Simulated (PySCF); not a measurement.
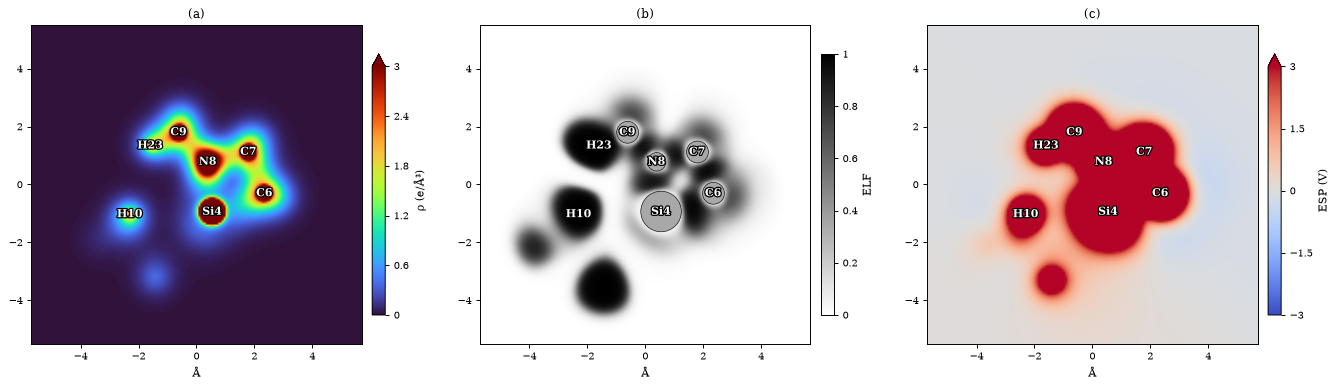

C$_{6}$H$_{16}$N$_{2}$Si. (a) electron density; (b) electron localisation function; (c) electrostatic potential on the plane of atoms Si4, N8 and C7. Grey discs cover the atomic cores in the ELF map.

Geometry: GFN2-xTB.

Method: PySCF, PBE0/pcSseg-1, SCF density, gas phase, non-relativistic.

| atom | x (Å) | y (Å) | z (Å) |
| --- | --- | --- | --- |
| C | 2.4436 | 0.9881 | 0.3546 |
| C | 2.5092 | -0.5086 | 0.0929 |
| C | 1.2549 | -1.0359 | -0.5950 |
| Si | -0.3632 | -0.7025 | 0.3510 |
| N | -0.0142 | -0.7565 | 2.0409 |
| C | -1.9750 | -1.5141 | -0.2932 |
| C | -2.5215 | -0.1073 | -0.5401 |
| N | -1.3581 | 0.6315 | -0.0900 |
| C | -1.3157 | 2.0595 | -0.1755 |
| H | 1.6283 | 1.2089 | 1.0377 |
| H | 2.2740 | 1.5271 | -0.5745 |
| H | 3.3739 | 1.3424 | 0.7942 |
| H | 3.3806 | -0.7251 | -0.5327 |
| H | 2.6511 | -1.0319 | 1.0405 |
| H | 1.1853 | -0.5891 | -1.5873 |
| H | 1.3706 | -2.1097 | -0.7474 |
| H | 0.7742 | -1.2751 | 2.3869 |
| H | -0.7644 | -0.7487 | 2.7121 |
| H | -1.9137 | -2.1088 | -1.1977 |
| H | -2.5538 | -2.0690 | 0.4373 |
| H | -3.4087 | 0.1318 | 0.0589 |
| H | -2.7540 | 0.0955 | -1.5917 |
| H | -0.3594 | 2.4162 | 0.1985 |
| H | -2.1181 | 2.5105 | 0.4210 |
| H | -1.4369 | 2.3948 | -1.2136 |

Q: What does the map show?

A:
- Atoms in the plane: Si, C, N and H.
- C–N (1.43 Å): ρ at the midpoint is about 2 e/Å³; the ELF peaks at about 0.95 between the atoms, as expected for a shared electron pair.
- C–C (1.53 Å): ρ is about 1.6 e/Å³ halfway; the ELF peaks at about 0.95 between the atoms; a covalent bond.
- Si–N (1.72 Å): ρ at the midpoint is about 1.1 e/Å³; the ELF peaks at about 0.90 between the atoms, as expected for a shared but strongly polarised pair.
- C–Si (1.92 Å): ρ is about 0.89 e/Å³ halfway; the ELF peaks at about 0.95 between the atoms: a shared electron pair.
- C–H (1.09 Å): the density is about 2 e/Å³ at the midpoint; the ELF climbs to about 1 towards the hydrogen, as it does in any bond to H (an ordinary covalent bond to hydrogen).
- Outside the dense part of the molecule the potential is most negative (−0.4 V) near C6.
